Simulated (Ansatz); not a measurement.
Input

```
crystal:
  periodic: [false, false, false]
  atoms:
    - {symbol: Mg, position_ang: [-1.746984, 0.937252, -1.679062]}
    - {symbol: Si, position_ang: [-0.823097, -0.495768, 0.436252]}
    - {symbol: Si, position_ang: [1.294267, -1.097967, 1.270242]}
    - {symbol: H, position_ang: [-2.262641, 1.823741, -2.996195]}
    - {symbol: H, position_ang: [1.196629, -2.452299, 1.858450]}
    - {symbol: H, position_ang: [1.416612, -0.034667, 2.308473]}
    - {symbol: H, position_ang: [2.309479, -0.958401, 0.205534]}
    - {symbol: H, position_ang: [-1.821173, -0.985860, 1.435313]}
basis:
  gaussian: {orbitals: def2-TZVPP}
total_charge: 1
hamiltonian: {xc: pbe0, dispersion: d4}
output: {orbitals: {seedname: orbitals}}
```

Launched as:

```sh
ansatz run in.yaml --threads 2 --pin off --events-out ev --progress --plain --max-ram 4352MiB
```

Geometry: PBE0-D4/def2-TZVP.

Method: RKS PBE0-D4/def2-TZVPP (Ansatz 0.2.0).

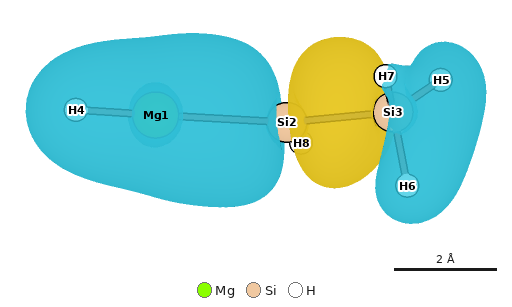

H5MgSi2 (charge +1). The HOMO−1 at ±0.06 Å⁻³ᐟ² (yellow and cyan are the two phases), seen from one side.

### Where does this orbital lie, and at what energy?

By Hirshfeld shares it lies mainly on Si2 (about 35 %), Mg1 (about 25 %), Si3 (about 20 %) and H4 (about 10 %). Its energy is −13.00 eV.
